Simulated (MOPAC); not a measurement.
## Excited-state calculation of C2H6NPSi (part 1 of 3)

- system: C2H6NPSi
- method: PM6-DH+, closed shell, dispersion DH+ (MOPAC 23.2.5)

The geometry comes from this level: GFN2-xTB.

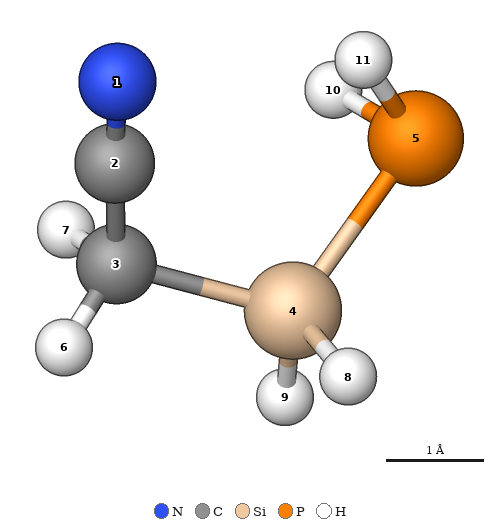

**Figure 1.** The structure (ball-and-stick view, seen at a tilt; atoms are numbered from 1 in the order of the input).

## The input (job.mop)
```
SINGLET 1SCF MECI SHIFT=50 ITRY=70 C.I.=(6,3) CISDT GEO-OK PM6-DH+ THREADS=1 AUX(PRECISION=6)


N   1.78340 1 -1.97040 1 -0.27330 1
C   1.37110 1 -1.05790 1  0.28160 1
C   0.81630 1  0.08270 1  0.93590 1
Si -1.02470 1  0.33130 1  0.39840 1
P  -1.28610 1  0.29690 1 -1.82430 1
H   0.88380 1 -0.06020 1  2.01480 1
H   1.41250 1  0.95820 1  0.67060 1
H  -1.81310 1 -0.75520 1  0.98210 1
H  -1.42720 1  1.63480 1  0.93350 1
H  -0.33170 1  1.26940 1 -2.08000 1
H  -0.38420 1 -0.72950 1 -2.03940 1
```

## File mol.sdf
```

     RDKit          3D

 11 10  0  0  0  0  0  0  0  0999 V2000
    1.7834   -1.9704   -0.2733 N   0  0  0  0  0  0  0  0  0  0  0  0
    1.3711   -1.0579    0.2816 C   0  0  0  0  0  0  0  0  0  0  0  0
    0.8163    0.0827    0.9359 C   0  0  0  0  0  0  0  0  0  0  0  0
   -1.0247    0.3313    0.3984 Si  0  0  0  0  0  4  0  0  0  0  0  0
   -1.2861    0.2969   -1.8243 P   0  0  0  0  0  0  0  0  0  0  0  0
    0.8838   -0.0602    2.0148 H   0  0  0  0  0  0  0  0  0  0  0  0
    1.4125    0.9582    0.6706 H   0  0  0  0  0  0  0  0  0  0  0  0
   -1.8131   -0.7552    0.9821 H   0  0  0  0  0  0  0  0  0  0  0  0
   -1.4272    1.6348    0.9335 H   0  0  0  0  0  0  0  0  0  0  0  0
   -0.3317    1.2694   -2.0800 H   0  0  0  0  0  0  0  0  0  0  0  0
   -0.3842   -0.7295   -2.0394 H   0  0  0  0  0  0  0  0  0  0  0  0
  2  1  3  0
  3  2  1  0
  4  3  1  0
  5  4  1  0
  6  3  1  0
  7  3  1  0
  8  4  1  0
  9  4  1  0
 10  5  1  0
 11  5  1  0
M  END
$$$$
```

Run as:
```bash
obabel mol.sdf -omop -xk "SINGLET 1SCF MECI SHIFT=50 ITRY=70 C.I.=(6,3) CISDT GEO-OK PM6-DH+ THREADS=1 AUX(PRECISION=6)" -O job.mop
mopac job.mop
```

## What the program printed
```
MOPAC v23.2.5
PM6-DH+ CALCULATION RESULTS

 *  GEO-OK     - OVERRIDE INTERATOMIC DISTANCE AND OTHER SAFETY CHECKS
 *  PM6-DH+    - CORRECT DISPERSION AND HYDROGEN BOND TERMS USING PM6-DH+
 *  CISDT      - C.I. USES 1, 2 AND 3 ELECTRON EXCITATIONS
 *  SINGLET    - SPIN STATE DEFINED AS A SINGLET
 *  C.I.=(N,M) - 3 DOUBLY FILLED LEVELS USED IN A C.I. INVOLVING 6 M.O.'S
 *  1SCF       - DO 1 SCF AND THEN STOP
 *  THREADS=1  - MULTI-THREADING NOT USED
 *  SHIFT      - A DAMPING FACTOR OF   50.00 DEFINED
 *  ITRY=      - DO A MAXIMUM OF    70 ITERATIONS FOR SCF
 *  AUX        - OUTPUT AUXILIARY INFORMATION
 *  MECI       - M.E.C.I. WORKING TO BE PRINTED
SINGLET 1SCF MECI SHIFT=50 ITRY=70 C.I.=(6,3) CISDT GEO-OK PM6-DH+ THREADS=1 AUX(PRECISION=6)

   ATOM   CHEMICAL          X               Y               Z
  NUMBER   SYMBOL      (ANGSTROMS)     (ANGSTROMS)     (ANGSTROMS)

     1       N          1.78340000  *  -1.97040000  *  -0.27330000  *
     2       C          1.37110000  *  -1.05790000  *   0.28160000  *
     3       C          0.81630000  *   0.08270000  *   0.93590000  *
     4      Si         -1.02470000  *   0.33130000  *   0.39840000  *
     5       P         -1.28610000  *   0.29690000  *  -1.82430000  *
     6       H          0.88380000  *  -0.06020000  *   2.01480000  *
     7       H          1.41250000  *   0.95820000  *   0.67060000  *
     8       H         -1.81310000  *  -0.75520000  *   0.98210000  *
     9       H         -1.42720000  *   1.63480000  *   0.93350000  *
    10       H         -0.33170000  *   1.26940000  *  -2.08000000  *
    11       H         -0.38420000  *  -0.72950000  *  -2.03940000  *

          CARTESIAN COORDINATES

    NO.       ATOM           X           Y           Z

     1         N          1.7834     -1.9704     -0.2733
     2         C          1.3711     -1.0579      0.2816
     3         C          0.8163      0.0827      0.9359
     4        Si         -1.0247      0.3313      0.3984
     5         P         -1.2861      0.2969     -1.8243
     6         H          0.8838     -0.0602      2.0148
     7         H          1.4125      0.9582      0.6706
     8         H         -1.8131     -0.7552      0.9821
     9         H         -1.4272      1.6348      0.9335
    10         H         -0.3317      1.2694     -2.0800
    11         H         -0.3842     -0.7295     -2.0394

 "Third-Generation Hydrogen-Bonding Corrections for Semiempirical QM Methods and Force Fields"

           Empirical Formula: C2 H6 N Si P  =    11 atoms

      MOLECULAR POINT GROUP   :   C1

 SINGLET STATE CALCULATION

      RHF CALCULATION, NO. OF DOUBLY OCCUPIED LEVELS = 14

          *********************************************
          *                                           *
          *                 WARNING                   *
          *                                           *
          *********************************************

          Dispersion parameters missing for Silicon

          *********************************************
          *                                           *
          *              END OF WARNING               *
          *                                           *
          *********************************************

 -------------------------------------------------------------------------------
 SINGLET 1SCF MECI SHIFT=50 ITRY=70 C.I.=(6,3) CISDT GEO-OK PM6-DH+ THREADS=1 AUX(PRECISION=6)

     1SCF WAS SPECIFIED, SO BFGS WAS NOT USED
     SCF FIELD WAS ACHIEVED

                              PM6-DH+ CALCULATION

          FINAL HEAT OF FORMATION =        -81.35594 KCAL/MOL =    -340.39327 KJ/MOL

          COSMO AREA              =        142.17 SQUARE ANGSTROMS
          COSMO VOLUME            =        137.80 CUBIC ANGSTROMS

          IONIZATION POTENTIAL    =          9.928646 EV          STATE:   1 SINGLET A
          HOMO LUMO ENERGIES (EV) =         -9.929 -0.252
          NO. OF FILLED LEVELS    =         14
          MOLECULAR WEIGHT        =        103.1354         POINT GROUP:  C1

          MOLECULAR DIMENSIONS (Angstroms)

            Atom       Atom       Distance
            H     9    N     1     4.97612
            H    10    H     6     4.40947
            H     7    H     8     3.54881

          SCF CALCULATIONS        =          1

          WALL-CLOCK TIME         =      0.039 SECONDS
          COMPUTATION TIME        =      0.038 SECONDS

   ATOM   CHEMICAL          X               Y               Z
  NUMBER   SYMBOL      (ANGSTROMS)     (ANGSTROMS)     (ANGSTROMS)

     1       N          1.78340000  *  -1.97040000  *  -0.27330000  *
     2       C          1.37110000  *  -1.05790000  *   0.28160000  *
     3       C          0.81630000  *   0.08270000  *   0.93590000  *
     4      Si         -1.02470000  *   0.33130000  *   0.39840000  *
     5       P         -1.28610000  *   0.29690000  *  -1.82430000  *
     6       H          0.88380000  *  -0.06020000  *   2.01480000  *
     7       H          1.41250000  *   0.95820000  *   0.67060000  *
     8       H         -1.81310000  *  -0.75520000  *   0.98210000  *
     9       H         -1.42720000  *   1.63480000  *   0.93350000  *
    10       H         -0.33170000  *   1.26940000  *  -2.08000000  *
    11       H         -0.38420000  *  -0.72950000  *  -2.03940000  *

                             CARTESIAN COORDINATES

   1    N        1.783400000    -1.970400000    -0.273300000
   2    C        1.371100000    -1.057900000     0.281600000
   3    C        0.816300000     0.082700000     0.935900000
   4   Si       -1.024700000     0.331300000     0.398400000
   5    P       -1.286100000     0.296900000    -1.824300000
   6    H        0.883800000    -0.060200000     2.014800000
   7    H        1.412500000     0.958200000     0.670600000
   8    H       -1.813100000    -0.755200000     0.982100000
   9    H       -1.427200000     1.634800000     0.933500000
  10    H       -0.331700000     1.269400000    -2.080000000
  11    H       -0.384200000    -0.729500000    -2.039400000

           Empirical Formula: C2 H6 N Si P  =    11 atoms

      MOLECULAR POINT GROUP   :   C1

                  EIGENVALUES
 -32.05461 -27.05277 -22.93729 -18.79138 -17.51935 -16.13131 -15.06589 -14.51663
 -12.92914 -12.78506 -12.23972 -11.90735 -11.46614  -9.92865  -0.25156   0.25575
   0.33044   0.97826   1.03073   1.23442   1.39738   1.80182   2.91720   3.28444
   3.88423   3.97012   4.19199   4.83032   4.83456   5.24985   5.97092 133.92678
 134.14393 134.26867 134.46500 134.47259

              NET ATOMIC CHARGES AND DIPOLE CONTRIBUTIONS

  ATOM NO.   TYPE          CHARGE      No. of ELECS.   s-Pop       p-Pop       d-Pop
    1          N          -0.257558        5.2576     1.80758     3.44998
    2          C           0.140639        3.8594     1.10766     2.75170
    3          C          -0.626142        4.6261     1.07943     3.54672
    4         Si           0.266623        3.7334     1.21556     1.95299     0.56483
    5          P          -0.061971        5.0620     1.58165     3.46798     0.01234
    6          H           0.216812        0.7832     0.78319
    7          H           0.209997        0.7900     0.79000
    8          H           0.009250        0.9908     0.99075
    9          H           0.004699        0.9953     0.99530
   10          H           0.042222        0.9578     0.95778
   11          H           0.055429        0.9446     0.94457
 DIPOLE           X         Y         Z       TOTAL
 POINT-CHG.    -2.602     2.781     0.641     3.862
 HYBRID         2.579     0.250     1.248     2.876
 SUM           -0.022     3.031     1.889     3.571

          ATOMIC ORBITAL ELECTRON POPULATIONS

     Atom    s        px        py        pz      x^2-y^2     xz        z^2       yz        xy
    1  N   1.80758   1.13798   1.17586   1.13614
    2  C   1.10766   0.91265   0.92086   0.91819
    3  C   1.07943   1.30305   1.07057   1.17310
    4 Si   1.21556   0.53184   0.74810   0.67305   0.11678   0.09168   0.14723   0.08789   0.12124
    5  P   1.58165   1.31389   1.00205   1.15203   0.00017   0.00138   0.00447   0.00141   0.00491
    6  H   0.78319
    7  H   0.79000
    8  H   0.99075
    9  H   0.99530
   10  H   0.95778
   11  H   0.94457

          MULTI-ELECTRON CONFIGURATION INTERACTION CALCULATION

          COMPONENT OF SPIN  =  0.0

           NO OF CONFIGURATIONS CONSIDERED = 282

 CONFIGURATIONS CONSIDERED IN C.I.
 M.O. NUMBER :        12  13  14  15  16  17
          ENERGY

              1        1   1   1   0   0   0
         -0.0000       1   1   1   0   0   0

              2        1   1   1   0   0   0
          5.1718       1   1   0   1   0   0

              3        1   1   1   0   0   0
          5.5278       1   1   0   0   1   0

              4        1   1   1   0   0   0
          5.5568       1   1   0   0   0   1

              5        1   1   1   0   0   0
          6.1249       1   0   1   1   0   0

              6        1   1   1   0   0   0
          6.8189       1   0   1   0   1   0

              7        1   1   1   0   0   0
          6.7971       1   0   1   0   0   1

              8        1   1   1   0   0   0
         11.5851       1   0   0   1   1   0

              9        1   1   1   0   0   0
         11.5542       1   0   0   1   0   1

             10        1   1   1   0   0   0
         12.0369       1   0   0   0   1   1

             11        1   1   1   0   0   0
          6.4783       0   1   1   1   0   0

             12        1   1   1   0   0   0
          6.7824       0   1   1   0   1   0

             13        1   1   1   0   0   0
          6.8659       0   1   1   0   0   1

             14        1   1   1   0   0   0
         11.6741       0   1   0   1   1   0

             15        1   1   1   0   0   0
         11.7485       0   1   0   1   0   1

             16        1   1   1   0   0   0
         11.8412       0   1   0   0   1   1

             17        1   1   1   0   0   0
         12.6237       0   0   1   1   1   0

             18        1   1   1   0   0   0
         12.6473       0   0   1   1   0   1

             19        1   1   1   0   0   0
         13.0780       0   0   1   0   1   1

             20        1   1   1   0   0   0
         17.5550       0   0   0   1   1   1

             21        1   1   0   1   0   0
          5.1718       1   1   1   0   0   0

             22        1   1   0   1   0   0
         14.0735       1   1   0   1   0   0

             23        1   1   0   1   0   0
         13.9355       1   1   0   0   1   0

             24        1   1   0   1   0   0
         13.9724       1   1   0   0   0   1

             25        1   1   0   1   0   0
         11.7343       1   0   1   1   0   0

             26        1   1   0   1   0   0
         11.9342       1   0   1   0   1   0

             27        1   1   0   1   0   0
         11.9204       1   0   1   0   0   1

             28        1   1   0   1   0   0
         20.4304       1   0   0   1   1   0

             29        1   1   0   1   0   0
         20.4074       1   0   0   1   0   1

             30        1   1   0   1   0   0
         20.3959       1   0   0   0   1   1

             31        1   1   0   1   0   0
         12.0170       0   1   1   1   0   0

             32        1   1   0   1   0   0
         11.8270       0   1   1   0   1   0

             33        1   1   0   1   0   0
         11.9185       0   1   1   0   0   1

             34        1   1   0   1   0   0
         20.4486       0   1   0   1   1   0

             35        1   1   0   1   0   0
         20.5309       0   1   0   1   0   1

             36        1   1   0   1   0   0
         20.1295       0   1   0   0   1   1

             37        1   1   0   1   0   0
         18.1059       0   0   1   1   1   0

             38        1   1   0   1   0   0
         18.1374       0   0   1   1   0   1

             39        1   1   0   1   0   0
         18.0740       0   0   1   0   1   1

             40        1   1   0   0   1   0
          5.5278       1   1   1   0   0   0

             41        1   1   0   0   1   0
         13.9355       1   1   0   1   0   0

             42        1   1   0   0   1   0
         14.9617       1   1   0   0   1   0

             43        1   1   0   0   1   0
         14.4261       1   1   0   0   0   1

             44        1   1   0   0   1   0
         11.7008       1   0   1   1   0   0

             45        1   1   0   0   1   0
         13.0650       1   0   1   0   1   0

             46        1   1   0   0   1   0
         12.4787       1   0   1   0   0   1

             47        1   1   0   0   1   0
         21.0671       1   0   0   1   1   0

             48        1   1   0   0   1   0
         20.4716       1   0   0   1   0   1

             49        1   1   0   0   1   0
         21.6245       1   0   0   0   1   1

             50        1   1   0   0   1   0
         11.6444       0   1   1   1   0   0

             51        1   1   0   0   1   0
         12.6187       0   1   1   0   1   0

             52        1   1   0   0   1   0
         12.1377       0   1   1   0   0   1

             53        1   1   0   0   1   0
         20.7462       0   1   0   1   1   0

             54        1   1   0   0   1   0
         20.2560       0   1   0   1   0   1

             55        1   1   0   0   1   0
         21.0190       0   1   0   0   1   1

             56        1   1   0   0   1   0
         18.5080       0   0   1   1   1   0

             57        1   1   0   0   1   0
         17.9671       0   0   1   1   0   1

             58        1   1   0   0   1   0
         19.0680       0   0   1   0   1   1

             59        1   1   0   0   0   1
          5.5568       1   1   1   0   0   0

             60        1   1   0   0   0   1
         13.9724       1   1   0   1   0   0

             61        1   1   0   0   0   1
         14.4261       1   1   0   0   1   0

             62        1   1   0   0   0   1
         14.8020       1   1   0   0   0   1

             63        1   1   0   0   0   1
         11.6477       1   0   1   1   0   0

             64        1   1   0   0   0   1
         12.4395       1   0   1   0   1   0

             65        1   1   0   0   0   1
         12.7645       1   0   1   0   0   1

             66        1   1   0   0   0   1
         20.4495       1   0   0   1   1   0

             67        1   1   0   0   0   1
         20.7654       1   0   0   1   0   1

             68        1   1   0   0   0   1
         21.3458       1   0   0   0   1   1

             69        1   1   0   0   0   1
         11.6957       0   1   1   1   0   0

             70        1   1   0   0   0   1
         12.0975       0   1   1   0   1   0

             71        1   1   0   0   0   1
         12.5279       0   1   1   0   0   1

             72        1   1   0   0   0   1
         20.2329       0   1   0   1   1   0

             73        1   1   0   0   0   1
         20.6542       0   1   0   1   0   1

             74        1   1   0   0   0   1
         20.8446       0   1   0   0   1   1

             75        1   1   0   0   0   1
         17.9048       0   0   1   1   1   0

             76        1   1   0   0   0   1
         18.2752       0   0   1   1   0   1

             77        1   1   0   0   0   1
         18.8037       0   0   1   0   1   1

             78        1   0   1   1   0   0
          6.1249       1   1   1   0   0   0

             79        1   0   1   1   0   0
         11.7343       1   1   0   1   0   0

             80        1   0   1   1   0   0
         11.7008       1   1   0   0   1   0

             81        1   0   1   1   0   0
         11.6477       1   1   0   0   0   1

             82        1   0   1   1   0   0
         13.8330       1   0   1   1   0   0

             83        1   0   1   1   0   0
         14.1375       1   0   1   0   1   0

             84        1   0   1   1   0   0
         14.0336       1   0   1   0   0   1
```
